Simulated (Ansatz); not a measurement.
Relaxed Cd (hcp, Mg type):

```xyz
4
Lattice="6.0319 0.0000 0.0000 -1.5080 2.6119 0.0000 0.0000 0.0000 5.8216" Properties=species:S:1:pos:R:3 pbc="T T T"
Cd     0.0000     1.7412     4.3662
Cd     3.0159     1.7412     4.3662
Cd     1.5080     0.8706     1.4554
Cd     4.5239     0.8706     1.4554
```

The atoms are displaced by Q × the pattern below (from a DFPT mode at M = (0.5, 0.0, 0.0), largest move 1; Q in Å), at fixed cell. (q is in reciprocal vectors of the primitive cell; the cell shown is doubled to hold the pattern.)

| atom | x | y | z |
|---|---|---|---|
| Cd1 | 0.866 | 0.500 | 0.000 |
| Cd2 | -0.866 | -0.500 | 0.000 |
| Cd3 | 0.866 | 0.500 | 0.000 |
| Cd4 | -0.866 | -0.500 | 0.000 |

Level of theory: PBE (plane waves to 420 eV, PAW, scalar-relativistic; Ansatz, an electronic-structure program). k mesh 9×18×8 (Γ-centred), Fermi-Dirac smearing 0.05 eV. The energy includes the smearing's −TS. Stress and pressure are positive under compression. With partly filled bands, energies and forces of such displacements shift with the k mesh and the smearing. Cd was relaxed with its symmetry unable to fall. The PAW data are Ansatz's earlier set. The relaxed volume of Cd is well above the measured one; the method has no dispersion term. The zero of ΔE is the undisplaced structure.

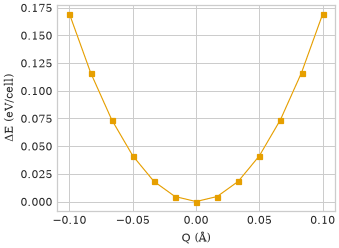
*ΔE (eV/cell) against Q (Å); markers are the computed points, lines only join them.*

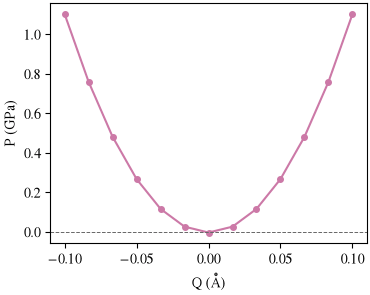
Figure. P (GPa) against Q (Å); one marker a computed point.

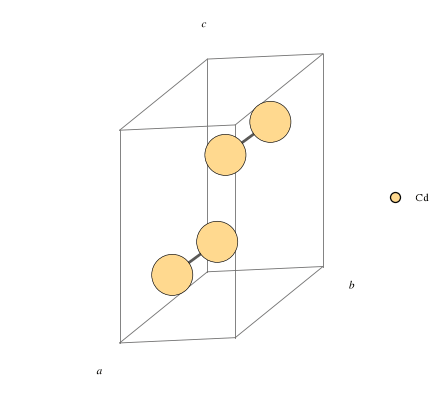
*The cell of the calculation at Q = 0.100 Å.*

The energy at Q = 0.100 Å is 169 meV/cell. Harmonic wavenumber from the curvature (finite differences): 141 cm⁻¹. Shape of the curve: a single well with its minimum at or next to zero displacement. Symmetry of the curve: even: the same for both signs. Wavenumber by perturbation theory (DFPT, on another k mesh): 140 cm⁻¹.

E″ = 32.64 eV/Å², M = Σ mᵢ|uᵢ|² = 449.7 u, ν̃ = 521.5·√(|E″|/M).

(A displaced cell: forces are minus the slopes of the energy, force constants its curvatures, and phonons follow from these.)
